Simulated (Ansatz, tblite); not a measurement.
# The cluster B2F4: one state, many levels, part 1 of 2

How do method and basis change the picture of the cluster B2F4 (singlet)?

Method: as each input shows; program: Ansatz 0.2.0, Gaussian basis.

The runs, in order: GFN1-xTB, GFN2-xTB, PBE-D4/def2-TZVP, r2SCAN-D4/def2-TZVP, B97M-V/def2-TZVP, r2SCANh-D4/def2-TZVP, LC-ωPBE/def2-TZVP, B2PLYP/def2-TZVP, revPBE-D4/def2-TZVP, ωB97M-V/def2-TZVP, BLYP-D4/def2-TZVP, PBE-D4/def2-SVP, PBE0-D4/def2-SVP, HF/STO-3G, HF/6-31G, B3LYP-D4/6-31G, PBE0-D4/def2-TZVPD, PBE-D4/def2-TZVPD, r2SCAN-D4/def2-TZVPD, CCSD(T)/def2-TZVPP, MP2/def2-TZVP, RPA/def2-TZVP.

## 1. The structure

The singlet was relaxed beforehand with PBE0-D4/def2-SVP. At that level it is the lowest of the isomers that a small search found.

6 atoms, charge 0, spin multiplicity 1.

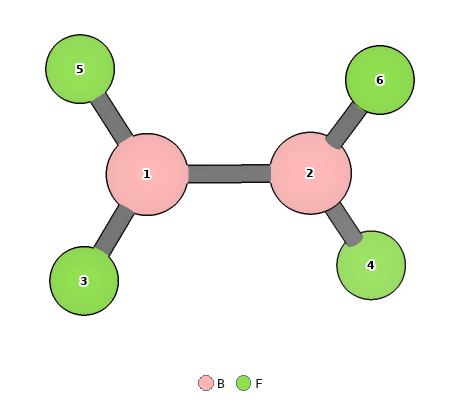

The structure; boron pink, fluorine green; atoms are numbered from 1 in the order of the file.

PBE0-D4/def2-TZVP was run before; its log isn't repeated, and its numbers join the tables.

## 2. GFN1-xTB

Tight binding, by tblite at 300 K electronic temperature and without a spin-polarisation term:

```python
tblite.interface.Calculator('GFN1-xTB', numbers, positions, charge=0, uhf=0).singlepoint()
```

Energy -640.8441 eV, HOMO -13.21 eV, LUMO -8.58 eV; 0.002 s.

## 3. GFN2-xTB

Tight binding, by tblite at 300 K electronic temperature and without a spin-polarisation term:

```python
tblite.interface.Calculator('GFN2-xTB', numbers, positions, charge=0, uhf=0).singlepoint()
```

Energy -586.8684 eV, HOMO -12.55 eV, LUMO -8.74 eV; 0.002 s.

## 4. PBE-D4/def2-TZVP

start.molden holds the orbitals of an earlier run on this state, given as this run's starting guess.

in.yaml

```yaml
crystal:
  periodic: [false, false, false]
  atoms:
    - {symbol: B, position_ang: [-0.779244, -0.322956, 0.182982]}
    - {symbol: B, position_ang: [0.779415, 0.322646, -0.182773]}
    - {symbol: F, position_ang: [-1.127433, -0.625865, 1.416242]}
    - {symbol: F, position_ang: [1.857602, -0.071785, 0.462108]}
    - {symbol: F, position_ang: [-1.674968, -0.534883, -0.758672]}
    - {symbol: F, position_ang: [0.944619, 1.232843, -1.119887]}
basis:
  gaussian: {orbitals: def2-TZVP, initial_orbitals: start.molden}
hamiltonian: {xc: pbe, dispersion: d4}
scf: {omitted_lower_state_checks: [starts]}
output: {forces: true, orbitals: {seedname: orbitals}}
```

On the command line:

```bash
$ ansatz run in.yaml --threads 4 --pin off --events-out ev --progress --plain --max-ram 3916MiB
```

The log of the run:

```text
Functional definition: PBE
  name "PBE"
  cite "Perdew, Burke & Ernzerhof, Phys. Rev. Lett. 77, 3865 (1996) doi:10.1103/PhysRevLett.77.3865"
  parent pbe
  parameter kappa = 0.804
  parameter beta = 0.06672455060314922
  exchange = pbe_x(kappa = kappa, mu = beta*pi^2/3)
  correlation = pbe_c(beta = beta)
these checks for a lower state are left out or cut short: starts
962 factors; their error is unknown
mean field evaluation 1: about -12218.9939 eV, gradient 1.2e1 eV
mean field evaluation 2: about -12219.1422 eV, gradient 1.5e-1 eV
mean field evaluation 4: about -12219.1325 eV, gradient 2.4e-4 eV
mean field -12219.13251090 eV, -449.0448373502 hartree, gradient 8.1e-6 eV, S^2 0.000000; 0 other end points of the search recorded, 0 dependent functions left out
the calculation of the forces begins
reference -12219.13255437 eV, -449.0448389477 hartree; 23, 23 occupied and 163, 163 virtual orbitals, 962 factors
Total energy: -12219.22430603 eV, -449.0482107589 hartree
Atom 0 at    -0.779244    -0.322956     0.182982 Å, force     0.493852     0.203767    -0.115351 eV/Å
Atom 1 at     0.779415     0.322646    -0.182773 Å, force    -0.493555    -0.203891     0.116055 eV/Å
Atom 2 at    -1.127433    -0.625865     1.416242 Å, force    -0.135841    -0.141334     0.639629 eV/Å
Atom 3 at     1.857602    -0.071785     0.462108 Å, force     0.520254    -0.227461     0.352050 eV/Å
Atom 4 at    -1.674968    -0.534883    -0.758672 Å, force    -0.425599    -0.091386    -0.507696 eV/Å
Atom 5 at     0.944619     1.232843    -1.119887 Å, force     0.040890     0.460304    -0.484687 eV/Å
Dipole moment:     0.000077    -0.000153     0.000081 e Å
Checks for a lower state left out: starts
```

Wall time 1.2 s (4 threads of Arm Neoverse V1, shared host).

Report: HOMO -8.36 eV, LUMO -3.02 eV.

## 5. r2SCAN-D4/def2-TZVP

Changes to in.yaml since step 4:

```diff
@@ -11,4 +11,4 @@
   gaussian: {orbitals: def2-TZVP, initial_orbitals: start.molden}
-hamiltonian: {xc: pbe, dispersion: d4}
+hamiltonian: {xc: r2scan, dispersion: d4}
 scf: {omitted_lower_state_checks: [starts]}
-output: {forces: true, orbitals: {seedname: orbitals}}
+output: {orbitals: {seedname: orbitals}}
```

Same command.

The log of the run:

```text
Functional definition: r2SCAN
  name "r2SCAN"
  cite "Furness, Kaplan, Ning, Perdew & Sun, J. Phys. Chem. Lett. 11, 8208 (2020) doi:10.1021/acs.jpclett.0c02405"
  cite "Furness, Kaplan, Ning, Perdew & Sun, J. Phys. Chem. Lett. 11, 9248 (2020) doi:10.1021/acs.jpclett.0c03077"
  parent r2scan
  parameter k0 = 0.174
  parameter k1 = 0.065
  parameter a1 = 4.9479
  exchange = r2scan_x(k0 = k0, k1 = k1, a1 = a1)
  correlation = r2scan_c
these checks for a lower state are left out or cut short: starts
962 factors; their error is unknown
mean field evaluation 1: about -12226.2617 eV, gradient 5.6e0 eV
mean field evaluation 2: about -12226.2913 eV, gradient 3.9e-2 eV
mean field evaluation 4: about -12226.2863 eV, gradient 9.6e-5 eV
mean field -12226.28628996 eV, -449.3077338816 hartree, gradient 1.4e-5 eV, S^2 0.000000; 0 other end points of the search recorded, 0 dependent functions left out
reference -12226.28630268 eV, -449.3077343489 hartree; 23, 23 occupied and 163, 163 virtual orbitals, 962 factors
Total energy: -12226.30864007 eV, -449.3085552331 hartree
Checks for a lower state left out: starts
```

It took 2.2 s on 4 threads of Arm Neoverse V1, shared host.

Report: HOMO -8.75 eV, LUMO -2.78 eV.

## 6. B97M-V/def2-TZVP

Changes to in.yaml since step 5:

```diff
@@ -11,3 +11,3 @@
   gaussian: {orbitals: def2-TZVP, initial_orbitals: start.molden}
-hamiltonian: {xc: r2scan, dispersion: d4}
+hamiltonian: {xc: {name: B97M-V}}
 scf: {omitted_lower_state_checks: [starts]}
```

Same command.

The log of the run, shortened:

```text
Functional definition: B97M-V
  name "B97M-V"
  cite "Mardirossian & Head-Gordon, J. Chem. Phys. 142, 074111 (2015) doi:10.1063/1.4907719"
  cite "Becke, J. Chem. Phys. 107, 8554 (1997) doi:10.1063/1.475007"
  cite "Vydrov & Van Voorhis, J. Chem. Phys. 133, 244103 (2010) doi:10.1063/1.3521275"
  # Of w^i u^j: cxij and so on, Table III.
[...]
  gx(w, u) = cx00 + cx01*u + cx02*u^2 + (cx10 + cx11*u)*w
  gss(w, u) = css00 + css02*u^2 + css10*w + (css32*w^3 + css42*w^4)*u^2
  gos(w, u) = cos00 + cos01*u + cos03*u^3 + cos10*w + cos32*w^3*u^2
[...]
      + integral(e_c_pw_mod_opposite_spin*gos(b97_w_opposite, b97_u_opposite)) + vv10(b, c)
[...]
962 factors; their error is unknown
[...]
mean field -12228.27877310 eV, -449.3809562863 hartree, gradient 6.5e-6 eV, S^2 0.000000; 0 other end points of the search recorded, 0 dependent functions left out
reference -12228.27883465 eV, -449.3809585483 hartree; 23, 23 occupied and 163, 163 virtual orbitals, 962 factors
Total energy: -12228.27883465 eV, -449.3809585483 hartree
Checks for a lower state left out: starts
```

Wall time 4.8 s (4 threads of Arm Neoverse V1, shared host).

Report: HOMO -8.84 eV, LUMO -2.83 eV.

## 7. r2SCANh-D4/def2-TZVP

Changes to in.yaml since step 6:

```diff
@@ -11,3 +11,3 @@
   gaussian: {orbitals: def2-TZVP, initial_orbitals: start.molden}
-hamiltonian: {xc: {name: B97M-V}}
+hamiltonian: {xc: {name: r2SCANh}, dispersion: d4}
 scf: {omitted_lower_state_checks: [starts]}
```

The command is unchanged.

The log of the run, shortened:

```text
Functional definition: r2SCANh
  name "r2SCANh"
  cite "Bursch, Neugebauer, Ehlert & Grimme, J. Chem. Phys. 156, 134105 (2022) doi:10.1063/5.0086040"
  cite "Furness, Kaplan, Ning, Perdew & Sun, J. Phys. Chem. Lett. 11, 8208 (2020) doi:10.1021/acs.jpclett.0c02405"
  cite "Furness, Kaplan, Ning, Perdew & Sun, J. Phys. Chem. Lett. 11, 9248 (2020) doi:10.1021/acs.jpclett.0c03077"
  parent r2scan
[...]
962 factors; their error is unknown
[...]
mean field -12225.66958330 eV, -449.2850703300 hartree, gradient 1.1e-5 eV, S^2 0.000000; 0 other end points of the search recorded, 0 dependent functions left out
reference -12225.66959476 eV, -449.2850707509 hartree; 23, 23 occupied and 163, 163 virtual orbitals, 962 factors
Total energy: -12225.69305019 eV, -449.2859327221 hartree
Checks for a lower state left out: starts
```

It took 2.4 s on 4 threads of Arm Neoverse V1, shared host.

HOMO -9.39 eV, LUMO -2.44 eV.

## 8. LC-ωPBE/def2-TZVP

Changes to in.yaml since step 7:

```diff
@@ -11,3 +11,3 @@
   gaussian: {orbitals: def2-TZVP, initial_orbitals: start.molden}
-hamiltonian: {xc: {name: r2SCANh}, dispersion: d4}
+hamiltonian: {xc: {name: LC-wPBE}}
 scf: {omitted_lower_state_checks: [starts]}
```

The command is unchanged.

The log of the run, shortened:

```text
Functional definition: LC-wPBE
  name "LC-wPBE"
  cite "Vydrov & Scuseria, J. Chem. Phys. 125, 234109 (2006) doi:10.1063/1.2409292"
  cite "Heyd & Scuseria, J. Chem. Phys. 120, 7274 (2004) doi:10.1063/1.1668634"
  cite "Ernzerhof & Perdew, J. Chem. Phys. 109, 3313 (1998) doi:10.1063/1.476928"
  cite "Perdew, Burke & Ernzerhof, Phys. Rev. Lett. 77, 3865 (1996) doi:10.1103/PhysRevLett.77.3865"
  parent pbe
[...]
962 factors; their error is unknown
288 factors; integrals over basis functions are off by at most 1.4e-5 eV
[...]
mean field -12224.43520718 eV, -449.2397078440 hartree, gradient 1.2e-5 eV, S^2 0.000000; 0 other end points of the search recorded, 0 dependent functions left out
reference -12224.43520718 eV, -449.2397078442 hartree; 23, 23 occupied and 163, 163 virtual orbitals, 962 factors
Total energy: -12224.43520718 eV, -449.2397078442 hartree
Checks for a lower state left out: starts
```

It took 1.2 s on 4 threads of Arm Neoverse V1, shared host.

Report: HOMO -12.91 eV, LUMO 0.37 eV.

## 9. B2PLYP/def2-TZVP

Changes to in.yaml since step 8:

```diff
@@ -11,4 +11,3 @@
   gaussian: {orbitals: def2-TZVP, initial_orbitals: start.molden}
-hamiltonian: {xc: {name: LC-wPBE}}
+hamiltonian: {xc: {name: B2PLYP}}
 scf: {omitted_lower_state_checks: [starts]}
-output: {orbitals: {seedname: orbitals}}
```

The command is unchanged.

The log of the run, shortened:

```text
Functional definition: B2PLYP
  name "B2PLYP"
  cite "Grimme, J. Chem. Phys. 124, 034108 (2006) doi:10.1063/1.2148954"
  cite "Becke, Phys. Rev. A 38, 3098 (1988) doi:10.1103/PhysRevA.38.3098"
  cite "Lee, Yang & Parr, Phys. Rev. B 37, 785 (1988) doi:10.1103/PhysRevB.37.785"
[...]
1234 factors; integrals over basis functions are off by at most 9.5e-4 eV
[...]
mean field -12214.65441920 eV, -448.8802705155 hartree, gradient 3.4e-6 eV, S^2 0.000000; 0 other end points of the search recorded, 0 dependent functions left out
6 core orbitals not correlated: weight in the atoms' cores, before any rotation towards them, 1.000 or more for the frozen orbitals, at most 0.000 for the correlated occupied ones
reference -12214.65456023 eV, -448.8802756984 hartree; 17, 17 occupied and 163, 163 virtual orbitals, 1234 factors
second order -37.65512124 eV of doubles, -0.00000000 eV of singles
Total energy: -12224.82144297 eV, -449.2539017475 hartree
Checks for a lower state left out: starts
```

It took 2.6 s on 4 threads of Arm Neoverse V1, shared host.

## 10. revPBE-D4/def2-TZVP

Changes to in.yaml since step 9:

```diff
@@ -11,3 +11,4 @@
   gaussian: {orbitals: def2-TZVP, initial_orbitals: start.molden}
-hamiltonian: {xc: {name: B2PLYP}}
+hamiltonian: {xc: {name: revPBE}, dispersion: d4}
 scf: {omitted_lower_state_checks: [starts]}
+output: {orbitals: {seedname: orbitals}}
```

The command is unchanged.

The log of the run:

```text
Functional definition: revPBE
  name "revPBE"
  cite "Zhang & Yang, Phys. Rev. Lett. 80, 890 (1998) doi:10.1103/PhysRevLett.80.890"
  cite "Perdew, Burke & Ernzerhof, Phys. Rev. Lett. 77, 3865 (1996) doi:10.1103/PhysRevLett.77.3865"
  parameter kappa = 1.245
  parameter beta = 0.06672455060314922
  exchange = pbe_x(kappa = kappa, mu = beta*pi^2/3)
  correlation = pbe_c(beta = beta)
these checks for a lower state are left out or cut short: starts
962 factors; their error is unknown
mean field evaluation 1: about -12227.1264 eV, gradient 1.2e1 eV
mean field evaluation 2: about -12227.2310 eV, gradient 1.4e-1 eV
mean field evaluation 4: about -12227.2212 eV, gradient 2.6e-4 eV
mean field -12227.22119926 eV, -449.3420911645 hartree, gradient 2.4e-5 eV, S^2 0.000000; 0 other end points of the search recorded, 0 dependent functions left out
reference -12227.22125379 eV, -449.3420931686 hartree; 23, 23 occupied and 163, 163 virtual orbitals, 962 factors
Total energy: -12227.52893922 eV, -449.3534003994 hartree
Checks for a lower state left out: starts
```

Wall time 1 s (4 threads of Arm Neoverse V1, shared host).

Report: HOMO -8.28 eV, LUMO -2.89 eV.

## 11. ωB97M-V/def2-TZVP

Changes to in.yaml since step 10:

```diff
@@ -11,3 +11,3 @@
   gaussian: {orbitals: def2-TZVP, initial_orbitals: start.molden}
-hamiltonian: {xc: {name: revPBE}, dispersion: d4}
+hamiltonian: {xc: {name: wB97M-V}}
 scf: {omitted_lower_state_checks: [starts]}
```

The command is unchanged.

The log of the run, shortened:

```text
Functional definition: wB97M-V
  name "wB97M-V"
  cite "Mardirossian & Head-Gordon, J. Chem. Phys. 144, 214110 (2016) doi:10.1063/1.4952647"
  cite "Becke, J. Chem. Phys. 107, 8554 (1997) doi:10.1063/1.475007"
  cite "Vydrov & Van Voorhis, J. Chem. Phys. 133, 244103 (2010) doi:10.1063/1.3521275"
  # Of w^i u^j: cxij and so on, Table III.
[...]
  gx(w, u) = 1 - cx + cx01*u + cx10*w
  gss(w, u) = css00 + css04*u^4 + css10*w + css20*w^2 + css43*w^4*u^3
  gos(w, u) = cos00 + cos10*w + (cos20 + cos21*u)*w^2 + (cos60 + cos61*u)*w^6
[...]
      + integral(e_c_pw_mod_opposite_spin*gos(b97_w_opposite, b97_u_opposite)) + vv10(b, c)
[...]
962 factors; their error is unknown
200 factors; integrals over basis functions are off by at most 5.0e-6 eV
[...]
mean field -12228.71885245 eV, -449.3971289043 hartree, gradient 1.4e-5 eV, S^2 0.000000; 0 other end points of the search recorded, 0 dependent functions left out
reference -12228.71890238 eV, -449.3971307389 hartree; 23, 23 occupied and 163, 163 virtual orbitals, 962 factors
Total energy: -12228.71890238 eV, -449.3971307389 hartree
Checks for a lower state left out: starts
```

Run time: 4.1 s. Hardware: 4 threads of Arm Neoverse V1, shared host.

Report: HOMO -12.39 eV, LUMO 0.06 eV.

## 12. BLYP-D4/def2-TZVP

Changes to in.yaml since step 11:

```diff
@@ -11,3 +11,3 @@
   gaussian: {orbitals: def2-TZVP, initial_orbitals: start.molden}
-hamiltonian: {xc: {name: wB97M-V}}
+hamiltonian: {xc: {name: BLYP}, dispersion: d4}
 scf: {omitted_lower_state_checks: [starts]}
```

Launched as before.

The log of the run:

```text
Functional definition: BLYP
  name "BLYP"
  cite "Becke, Phys. Rev. A 38, 3098 (1988) doi:10.1103/PhysRevA.38.3098"
  cite "Lee, Yang & Parr, Phys. Rev. B 37, 785 (1988) doi:10.1103/PhysRevB.37.785"
  parameter beta = 0.0042
  parameter a = 0.04918
  parameter b = 0.132
  parameter c = 0.2533
  parameter d = 0.349
  exchange = b88_x(beta = beta)
  correlation = lyp_c(a = a, b = b, c = c, d = d)
these checks for a lower state are left out or cut short: starts
962 factors; their error is unknown
mean field evaluation 1: about -12230.1589 eV, gradient 1.7e1 eV
mean field evaluation 2: about -12230.4091 eV, gradient 2.5e-1 eV
mean field evaluation 4: about -12230.4004 eV, gradient 2.0e-1 eV
mean field evaluation 8: about -12230.4005 eV, gradient 8.3e-6 eV
mean field -12230.40047315 eV, -449.4589273250 hartree, gradient 8.3e-6 eV, S^2 0.000000; 0 other end points of the search recorded, 0 dependent functions left out
reference -12230.40079159 eV, -449.4589390275 hartree; 23, 23 occupied and 163, 163 virtual orbitals, 962 factors
Total energy: -12230.60776387 eV, -449.4665451184 hartree
Checks for a lower state left out: starts
```

Run time: 1.1 s. Hardware: 4 threads of Arm Neoverse V1, shared host.

HOMO -8.32 eV, LUMO -2.90 eV.

## 13. PBE-D4/def2-SVP

Changes to in.yaml since step 12:

```diff
@@ -10,4 +10,4 @@
 basis:
-  gaussian: {orbitals: def2-TZVP, initial_orbitals: start.molden}
-hamiltonian: {xc: {name: BLYP}, dispersion: d4}
+  gaussian: {orbitals: def2-SVP, initial_orbitals: start.molden}
+hamiltonian: {xc: pbe, dispersion: d4}
 scf: {omitted_lower_state_checks: [starts]}
```

Same command.

The log of the run:

```text
Functional definition: PBE
  name "PBE"
  cite "Perdew, Burke & Ernzerhof, Phys. Rev. Lett. 77, 3865 (1996) doi:10.1103/PhysRevLett.77.3865"
  parent pbe
  parameter kappa = 0.804
  parameter beta = 0.06672455060314922
  exchange = pbe_x(kappa = kappa, mu = beta*pi^2/3)
  correlation = pbe_c(beta = beta)
these checks for a lower state are left out or cut short: starts
900 factors; their error is unknown
mean field evaluation 1: about -12204.0945 eV, gradient 1.1e1 eV
mean field evaluation 2: about -12204.4016 eV, gradient 2.3e-1 eV
mean field evaluation 4: about -12204.3567 eV, gradient 1.7e-4 eV
mean field -12204.35673889 eV, -448.5018377441 hartree, gradient 2.0e-5 eV, S^2 0.000000; 0 other end points of the search recorded, 0 dependent functions left out
reference -12204.35676903 eV, -448.5018388518 hartree; 23, 23 occupied and 61, 61 virtual orbitals, 900 factors
Total energy: -12204.44852069 eV, -448.5052106630 hartree
Checks for a lower state left out: starts
```

It took 0.5 s on 4 threads of Arm Neoverse V1, shared host.

HOMO -8.10 eV, LUMO -2.77 eV.

## 14. PBE0-D4/def2-SVP

Changes to in.yaml since step 13:

```diff
@@ -11,3 +11,3 @@
   gaussian: {orbitals: def2-SVP, initial_orbitals: start.molden}
-hamiltonian: {xc: pbe, dispersion: d4}
+hamiltonian: {xc: pbe0, dispersion: d4}
 scf: {omitted_lower_state_checks: [starts]}
```

Same command.

The log of the run:

```text
Functional definition: PBE0
  name "PBE0"
  cite "Adamo & Barone, J. Chem. Phys. 110, 6158 (1999) doi:10.1063/1.478522"
  cite "Perdew, Burke & Ernzerhof, Phys. Rev. Lett. 77, 3865 (1996) doi:10.1103/PhysRevLett.77.3865"
  parent pbe
  parameter a = 0.25
  parameter kappa = 0.804
  parameter beta = 0.06672455060314922
  exchange = (1 - a)*pbe_x(kappa = kappa, mu = beta*pi^2/3) + a*exact_x
  correlation = pbe_c(beta = beta)
these checks for a lower state are left out or cut short: starts
900 factors; their error is unknown
mean field evaluation 1: about -12204.3546 eV, gradient 1.0e1 eV
mean field evaluation 2: about -12204.5352 eV, gradient 1.3e-1 eV
mean field evaluation 4: about -12204.5575 eV, gradient 6.4e-5 eV
mean field -12204.55754052 eV, -448.5092170678 hartree, gradient 6.6e-5 eV, S^2 0.000000; 0 other end points of the search recorded, 0 dependent functions left out
reference -12204.55756224 eV, -448.5092178660 hartree; 23, 23 occupied and 61, 61 virtual orbitals, 900 factors
Total energy: -12204.63407390 eV, -448.5120296179 hartree
Checks for a lower state left out: starts
```

Wall time 0.5 s (4 threads of Arm Neoverse V1, shared host).

From the report: HOMO -9.91 eV, LUMO -1.88 eV.

## 15. HF/STO-3G

Changes to in.yaml since step 14:

```diff
@@ -10,4 +10,4 @@
 basis:
-  gaussian: {orbitals: def2-SVP, initial_orbitals: start.molden}
-hamiltonian: {xc: pbe0, dispersion: d4}
+  gaussian: {orbitals: STO-3G}
+hamiltonian: {xc: hf}
 scf: {omitted_lower_state_checks: [starts]}
```

The command is unchanged.

The log of the run:

```text
Functional definition: HF
  name "HF"
  cite "Fock, Z. Phys. 61, 126 (1930) doi:10.1007/BF01340294"
  parent pbe
  exchange = exact_x
  correlation = 0
these checks for a lower state are left out or cut short: starts
426 factors; integrals over basis functions are off by at most 1.4e-4 eV
mean field evaluation 1: about -11998.5142 eV, gradient 3.7e1 eV
mean field evaluation 2: about -11998.6434 eV, gradient 3.7e1 eV
mean field evaluation 4: about -12003.5416 eV, gradient 1.7e0 eV
mean field evaluation 8: about -12003.5527 eV, gradient 1.9e-4 eV
mean field -12003.55274348 eV, -441.1224270227 hartree, gradient 4.3e-6 eV, S^2 0.000000; 0 other end points of the search recorded, 0 dependent functions left out
reference -12003.55274348 eV, -441.1224270227 hartree; 23, 23 occupied and 7, 7 virtual orbitals, 426 factors
Total energy: -12003.55274348 eV, -441.1224270227 hartree
Checks for a lower state left out: starts
```

Run time: 0.1 s. Hardware: 4 threads of Arm Neoverse V1, shared host.

From the report: HOMO -9.45 eV, LUMO 6.46 eV.

## 16. HF/6-31G

Changes to in.yaml since step 15:

```diff
@@ -10,3 +10,3 @@
 basis:
-  gaussian: {orbitals: STO-3G}
+  gaussian: {orbitals: 6-31G}
 hamiltonian: {xc: hf}
```

Same command.

The log of the run:

```text
Functional definition: HF
  name "HF"
  cite "Fock, Z. Phys. 61, 126 (1930) doi:10.1007/BF01340294"
  parent pbe
  exchange = exact_x
  correlation = 0
these checks for a lower state are left out or cut short: starts
552 factors; integrals over basis functions are off by at most 1.1e-4 eV
mean field evaluation 1: about -12165.4491 eV, gradient 4.2e1 eV
mean field evaluation 2: about -12165.6709 eV, gradient 4.2e1 eV
mean field evaluation 4: about -12169.4659 eV, gradient 2.4e0 eV
mean field evaluation 8: about -12169.5181 eV, gradient 6.9e-2 eV
mean field -12169.51809021 eV, -447.2215410196 hartree, gradient 2.5e-5 eV, S^2 0.000000; 0 other end points of the search recorded, 0 dependent functions left out
reference -12169.51809021 eV, -447.2215410196 hartree; 23, 23 occupied and 31, 31 virtual orbitals, 552 factors
Total energy: -12169.51809021 eV, -447.2215410196 hartree
Checks for a lower state left out: starts
```

Wall time 0.15 s (4 threads of Arm Neoverse V1, shared host).

HOMO -14.63 eV, LUMO 1.29 eV.

## 17. B3LYP-D4/6-31G

Changes to in.yaml since step 16:

```diff
@@ -11,3 +11,3 @@
   gaussian: {orbitals: 6-31G}
-hamiltonian: {xc: hf}
+hamiltonian: {xc: {name: B3LYP}, dispersion: d4}
 scf: {omitted_lower_state_checks: [starts]}
```

The command is unchanged.

The log of the run, shortened:

```text
Functional definition: B3LYP
  name "B3LYP"
  cite "Stephens, Devlin, Chabalowski & Frisch, J. Phys. Chem. 98, 11623 (1994) doi:10.1021/j100096a001"
  cite "Becke, Phys. Rev. A 38, 3098 (1988) doi:10.1103/PhysRevA.38.3098"
  cite "Lee, Yang & Parr, Phys. Rev. B 37, 785 (1988) doi:10.1103/PhysRevB.37.785"
  cite "Vosko, Wilk & Nusair, Can. J. Phys. 58, 1200 (1980) doi:10.1139/p80-159"
[...]
552 factors; integrals over basis functions are off by at most 1.1e-4 eV
[...]
mean field -12222.93122848 eV, -449.1844376464 hartree, gradient 1.6e-5 eV, S^2 0.000000; 0 other end points of the search recorded, 0 dependent functions left out
reference -12222.93138748 eV, -449.1844434893 hartree; 23, 23 occupied and 31, 31 virtual orbitals, 552 factors
Total energy: -12223.07905082 eV, -449.1898700171 hartree
Checks for a lower state left out: starts
```

Wall time 0.45 s (4 threads of Arm Neoverse V1, shared host).

Report: HOMO -9.79 eV, LUMO -2.36 eV.

(Continued in part 2 of 2.)
